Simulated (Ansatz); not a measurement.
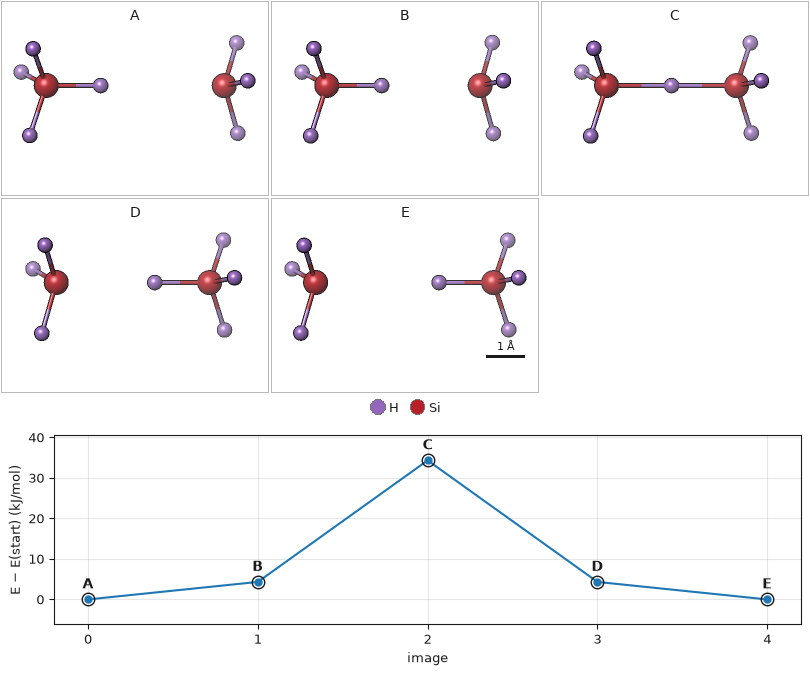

NEB run on Si2H7 (multiplicity 2), made up of SiH$_{4}$ and SiH$_{3}$. Images are numbered from 0 (start) to 4 (end). Frames A to E are images 0, 1, 2, 3, 4. Style: ball-and-stick. Shown face on.

Method: UKS wB97X-V/def2-SVP (Ansatz). Run with 3 movable images; climbing image.

Read off the barrier and say what moves.

A hydrogen atom shifts from one atom to another. Breaking: H–Si (1.49 → 3.37 Å). Forming: H–Si (3.37 → 1.49 Å). The two ends have the same energy, and the highest point, image 2, lies 34.3 kJ/mol above the start. The band converged in 7 iterations. The largest component of the band force went from 2.4 to 0.0075 eV/Å. No image climbed, so the highest image needn't lie on the saddle point, and the true maximum along this path can be higher.

Limits of the set-up: the start holds two separate molecules, 3.4 Å apart at their closest, whose relative position is a soft coordinate.
